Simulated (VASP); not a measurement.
Band structure of Ti (space group Im-3m). Level of theory: r2SCAN meta-GGA, VASP's PBE PAW potentials (set 64) (plane waves; VASP).

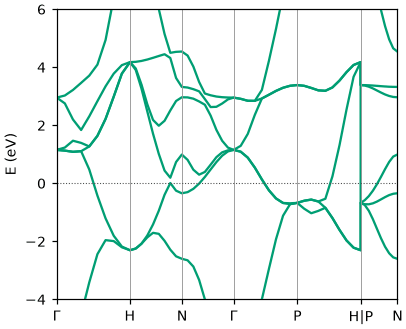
Bands along high-symmetry lines, zero at the valence-band maximum or, without a gap, the Fermi level

**Question.** Read the plot: is there a gap, and where are the band edges?

**Answer.** It has no gap at this level: it comes out as a metal or semimetal.

The structure comes from a computed database's Ti entry (Im-3m); how it stands against other phases isn't given here. The cell was not relaxed at this level.
